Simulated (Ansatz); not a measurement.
CH₃BBrGeN

The calculation's input:

```
crystal:
  periodic: [false, false, false]
  atoms:
    - { symbol: Br, position_ang: [-2.9932, -0.4104, 0.6798] }
    - { symbol: B, position_ang: [-1.1026, 0.0437, 0.4402] }
    - { symbol: "N", position_ang: [-0.1253, 0.9884, 1.1202] }
    - { symbol: C, position_ang: [1.0923, 0.7481, 0.4597] }
    - { symbol: Ge, position_ang: [0.2613, -0.5549, -0.7193] }
    - { symbol: H, position_ang: [2.0286, 1.1398, 0.536] }
    - { symbol: H, position_ang: [0.1505, -0.0376, -2.1557] }
    - { symbol: H, position_ang: [0.7806, -1.9742, -0.4165] }
basis:
  gaussian: { orbitals: def2-SVP }
hamiltonian:
  xc: pbe
  dispersion: d4
relax:
  f_tol: 0.02
  max_steps: 50
output:
  orbitals: {}
```

Run with:

```sh
ansatz run input.yaml --threads 2 --pin off --max-ram 3072MiB --backend cpu --events-out ev --progress --plain --runs-dir out
```

The fields are those of the relaxed geometry.

All numbers below come from RKS PBE-D4/def2-SVP (Ansatz).

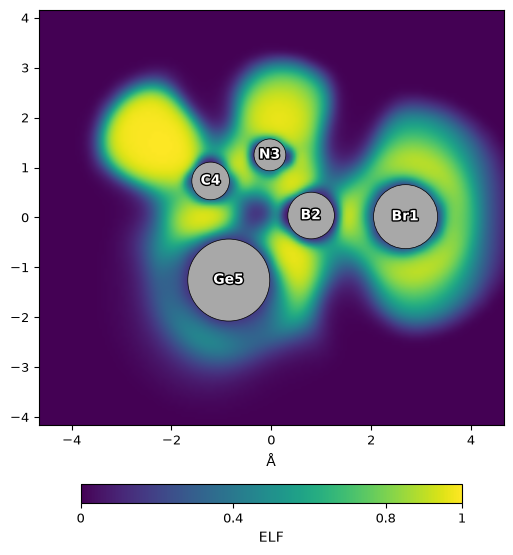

Figure 1. Electron localisation function on the plane of atoms N3, B2 and Ge5. Grey discs cover the atomic cores.

What does the map show?

- Atoms in the plane: Br, B, N, C and Ge.
- C–N (1.31 Å): the ELF peaks at about 0.90 between the atoms: a covalent bond.
- B–N (1.47 Å): the ELF peaks at about 0.95 between the atoms (a shared but strongly polarised pair).
- B–Br (1.90 Å): the ELF peaks at about 0.90 between the atoms: a shared but strongly polarised pair.
- C–Ge (2.03 Å): the ELF peaks at about 0.90 in the valence shell of C, 0.7 Å from its nucleus, and is about 0.65 at the midpoint.
- Ge–B (2.10 Å): the ELF peaks at about 0.90 between the atoms (a shared electron pair).
- The ELF also peaks beside Br1 and N3, away from the bonds: lone-pair regions.

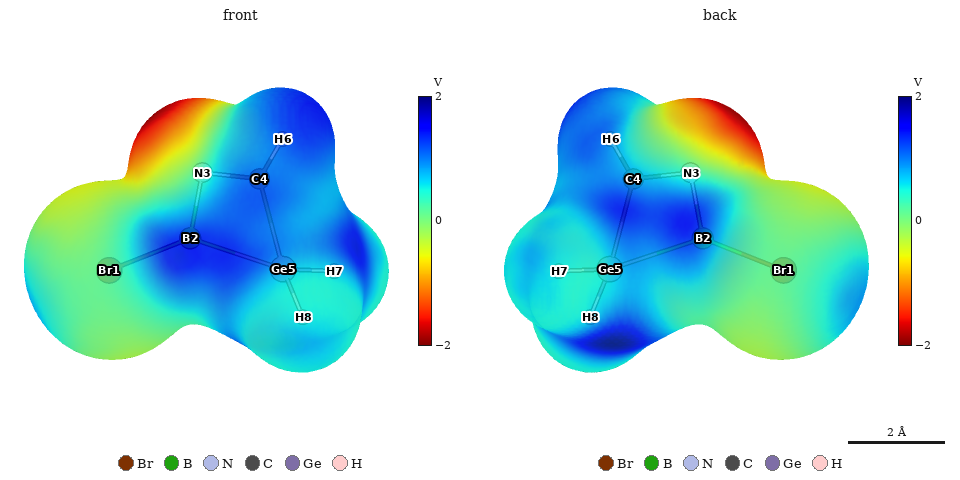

Figure 2. The electrostatic potential painted on the density surface at 0.004 e/bohr³, seen from the front and from behind; the colour scale runs from red (negative) to blue (positive).

Which sites attract a positive test charge, and which a negative one?

A positive charge is drawn to the negative regions and a negative charge to the positive ones. The most negative region (about −1.9 V) lies over N3, the most positive (about +1.9 V) over Ge5. Br1 shows a σ-hole: about +0.9 V at the tip opposite its bond, against about −0.2 V on its flanks. N3 is the likeliest acceptor of a hydrogen bond.

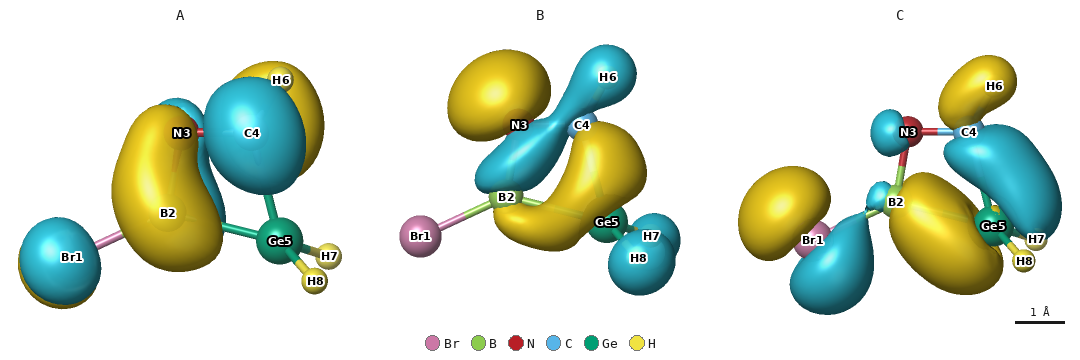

Figure 3. Three frontier orbitals at ±0.1 Å⁻³ᐟ² (yellow and cyan are the two phases), in no order.

Which picture is the HOMO−1, the HOMO and the LUMO?

C is the HOMO−1 (−6.50 eV). By Hirshfeld shares it lies mainly on Br1 (about 35 %), Ge5 (about 30 %), B2 (about 15 %) and C4 (about 15 %). B is the HOMO (−5.78 eV). Its weight (Hirshfeld) is mainly on N3 (about 55 %), Ge5 (about 15 %), C4 (about 10 %) and B2 (about 10 %). A is the LUMO (−3.30 eV). By Hirshfeld shares it lies mainly on C4 (about 35 %), B2 (about 25 %), N3 (about 15 %), Br1 (about 10 %) and Ge5 (about 5 %).

What is the HOMO–LUMO gap?

2.48 eV between the orbital energies.
